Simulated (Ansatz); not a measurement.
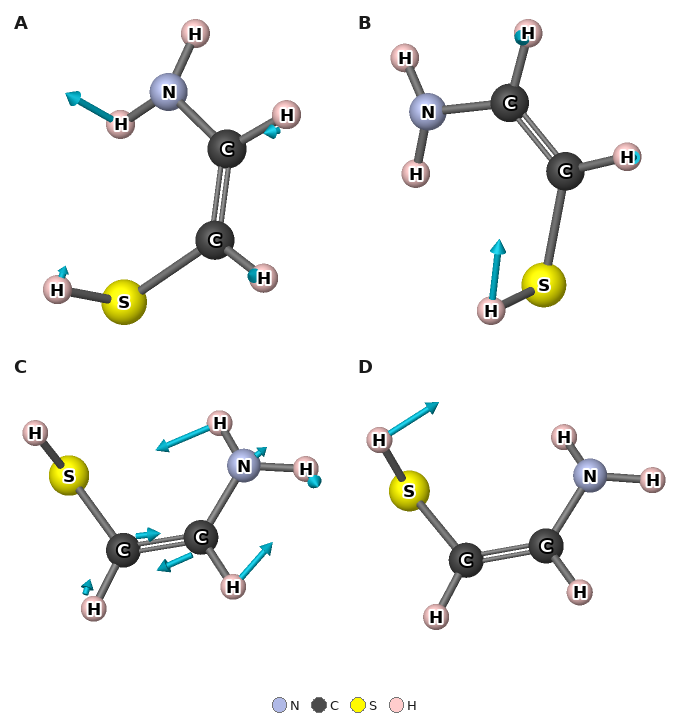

4 normal modes of one molecule or complex, as arrows. Harmonic vibrations computed with RKS PBE0-D4/def2-TZVP (Ansatz 0.2.0) at a stationary point of the same level.

Match the panels to the wavenumbers 173 cm⁻¹, 624 cm⁻¹, 930 cm⁻¹, 1706 cm⁻¹.

A: 624 cm⁻¹
B: 930 cm⁻¹, C–S–H bending
C: 1706 cm⁻¹
D: 173 cm⁻¹, a torsion or out-of-plane motion in which bond lengths and bond angles hardly change
